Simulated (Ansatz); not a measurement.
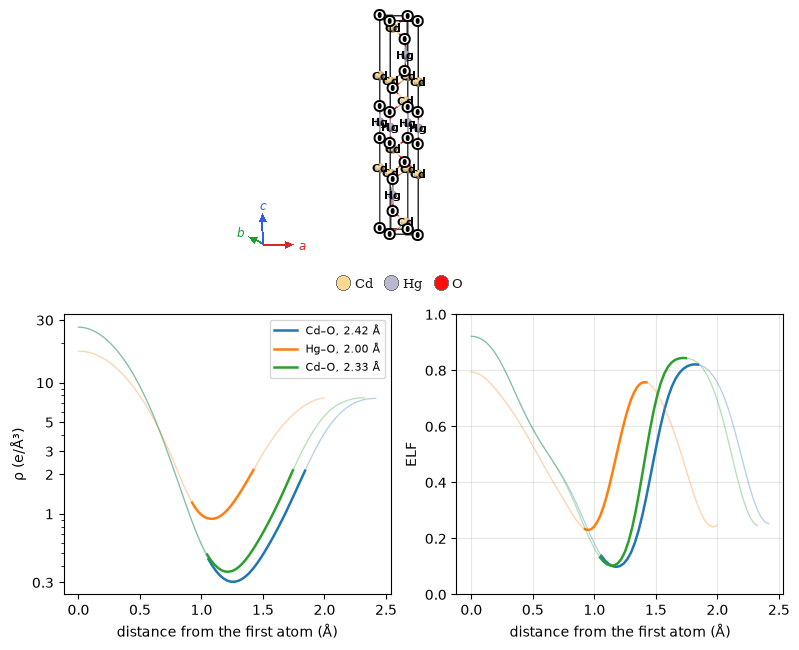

Figure 1: Cd2HgO3. Valence pseudo-density and electron localisation function along straight lines between neighbouring atoms. Thin, pale parts lie inside the atomic spheres. The structure is drawn too.

Space group R-3m; a structure generated by program, which may or may not match a known phase.

These are results of Ansatz, DFT PBE, scalar-relativistic, plane waves, PAW, not measurements.

The density is the valence pseudo-density of a PAW calculation; it isn't the true density close to the nuclei.

Compare the contacts.

Answer. Cd–O (2.42 Å): ρ at the midpoint is about 0.31 e/Å³; the ELF is about 0.10 at the midpoint (no localised pair shows between them).
Hg–O (2.00 Å): ρ at the midpoint is about 0.99 e/Å³; the ELF peaks at about 0.75 in the valence shell of O, 0.6 Å from its nucleus, and is about 0.25 at the midpoint (no shared electron pair shows on this line).
Cd–O (2.33 Å): ρ at the midpoint is about 0.37 e/Å³; the ELF peaks at about 0.85 in the valence shell of O, 0.6 Å from its nucleus, and drops to about 0.10 between the two atoms: no localised pair shows between them.
